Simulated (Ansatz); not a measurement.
# [CSO3F3]− (trifluoromethanesulfonate) at HF/3-21G

Aim: the vertical singlet–triplet gap of [CSO3F3]− (trifluoromethanesulfonate) at HF/3-21G, from 2 runs. 

Program for the calculation: Ansatz 0.2.0.

2 further runs of the same task are left out: 2 set aside as unsound or not needed.

**1. The structure to begin with**

[CSO3F3]−: 8 atoms, total charge -1, spin state singlet. SMILES: `[O-]S(=O)(=O)C(F)(F)F`. The coordinates come from a PBE0-D4/def2-TZVPD relaxation.

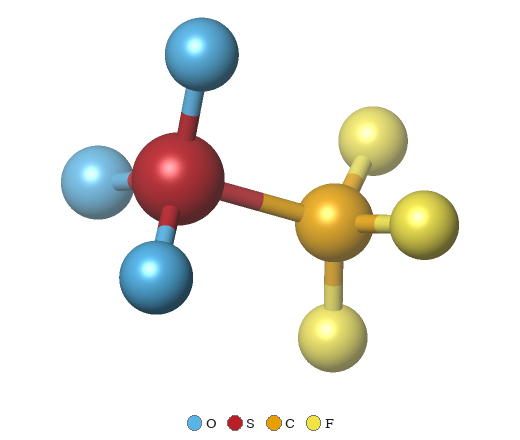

Viewed from a chosen angle; oxygen blue, sulfur red, carbon amber, fluorine yellow.

**2. A single-point energy at HF/3-21G**

Input file input.yaml:

```yaml
basis:
  gaussian:
    orbitals: 3-21G.json
crystal:
  periodic: [false, false, false]
  atoms:
    - symbol: O
      position_ang: [-0.452120, -1.793850, 0.534600]
    - symbol: S
      position_ang: [0.514500, -0.855220, 0.007850]
    - symbol: O
      position_ang: [1.622110, -0.542800, 0.884460]
    - symbol: O
      position_ang: [0.853150, -1.026290, -1.388190]
    - symbol: C
      position_ang: [-0.440870, 0.732840, -0.006730]
    - symbol: F
      position_ang: [-0.854330, 1.079580, 1.221330]
    - symbol: F
      position_ang: [0.292430, 1.753940, -0.474640]
    - symbol: F
      position_ang: [-1.534870, 0.651830, -0.778680]
total_charge: -1
hamiltonian:
  xc: hf
accuracy: high
output: {orbitals: {seedname: orbitals}}
```

The basis set 3-21G is read from a file made from the Basis Set Exchange's data (not shown).

Command:

```bash
ansatz run input.yaml --threads 1 --pin off --max-ram 3480MiB --events-out events.jsonl --progress --plain --runs-dir runs
```

The program printed:

```text
Warning: RAYON_NUM_THREADS=1 ignored (pool sized by the plan → 1); use --threads N
Functional definition: HF
  name "HF"
  exchange = exact_x
  correlation = 0
1706 factors; integrals over basis functions are off by at most 5.3e-9 eV
mean field evaluation 1: about -25922.3101 eV, gradient 6.6e1 eV
mean field evaluation 2: about -25923.0328 eV, gradient 6.7e1 eV
mean field evaluation 4: about -25933.2204 eV, gradient 3.7e0 eV
mean field evaluation 8: about -25933.3206 eV, gradient 4.1e-1 eV
mean field evaluation 16: about -25933.3213 eV, gradient 3.5e-7 eV
mean field -25933.32134087 eV, -953.0319810403 hartree, gradient 2.3e-8 eV, S^2 0.000000; 0 other end points of the search recorded, 0 dependent functions left out
reference -25933.32134087 eV, -953.0319810403 hartree; 37, 37 occupied and 39, 39 virtual orbitals, 1706 factors
Total energy: -25933.32134087 eV, -953.0319810403 hartree
```

It took 1.5 s on 1 thread of Arm Neoverse V2, shared host; peak memory 0.22 GiB.

**3. The triplet at the same level**

Input file molecule.yaml:

```yaml
crystal:
  periodic: [false, false, false]
  atoms:
    - {symbol: O, position_ang: [-0.452120, -1.793850, 0.534600]}
    - {symbol: S, position_ang: [0.514500, -0.855220, 0.007850]}
    - {symbol: O, position_ang: [1.622110, -0.542800, 0.884460]}
    - {symbol: O, position_ang: [0.853150, -1.026290, -1.388190]}
    - {symbol: C, position_ang: [-0.440870, 0.732840, -0.006730]}
    - {symbol: F, position_ang: [-0.854330, 1.079580, 1.221330]}
    - {symbol: F, position_ang: [0.292430, 1.753940, -0.474640]}
    - {symbol: F, position_ang: [-1.534870, 0.651830, -0.778680]}
basis:
  gaussian:
    orbitals: 3-21G.json
magnetization:
  spin_polarized: true
  initial_magnetization: 2
output:
  orbitals: {seedname: orbitals}
hamiltonian:
  xc: hf
accuracy: high
total_charge: -1
```

The basis set 3-21G is read from a file made from the Basis Set Exchange's data (not shown).

Command:

```bash
ansatz run molecule.yaml --threads 1 --pin off --max-ram 3480MiB --events-out events.jsonl --progress --plain --runs-dir runs
```

The program printed, shortened:

```text
Warning: RAYON_NUM_THREADS=1 ignored (pool sized by the plan → 1); use --threads N
[... 2 set-up lines as earlier in the session ...]
[...]
1706 factors; integrals over basis functions are off by at most 5.3e-9 eV
[...]
mean field -25925.55618614 eV, -952.7466168677 hartree, gradient 2.9e-8 eV, S^2 2.013769; 5 other end points of the search recorded, 0 dependent functions left out
reference -25925.55618614 eV, -952.7466168677 hartree; 38, 36 occupied and 38, 40 virtual orbitals, 1706 factors
Total energy: -25925.55618614 eV, -952.7466168677 hartree
```

Wall time 21 s (1 thread of Arm Neoverse V2, shared host); peak memory 0.33 GiB.

**4. What came out**

Level: HF/3-21G.

| quantity | value |
| --- | --- |
| singlet: total energy | -953.03198 Eh |
| singlet: HOMO energy | -7.02 eV |
| singlet: LUMO energy | 11.51 eV |
| singlet: HOMO–LUMO gap (to an unbound level, set by the basis) | 18.53 eV |
| triplet: total energy | -952.74662 Eh |
| triplet: HOMO energy (highest over α and β) | 1.32 eV |
| triplet: LUMO energy (lowest over α and β) | 4.70 eV |
| triplet: ⟨S²⟩ | 2.014 |
| vertical energy of the triplet above the singlet | 7.765 eV |

What this shows: At this shape the triplet lies 7.77 eV (749 kJ/mol) above the singlet. For an anion a state so high probably lies above electron detachment. The HOMO (triplet) lies at positive energy, 1.32 eV: the electron is unbound at this level or held by a compact basis; values depend on the basis.
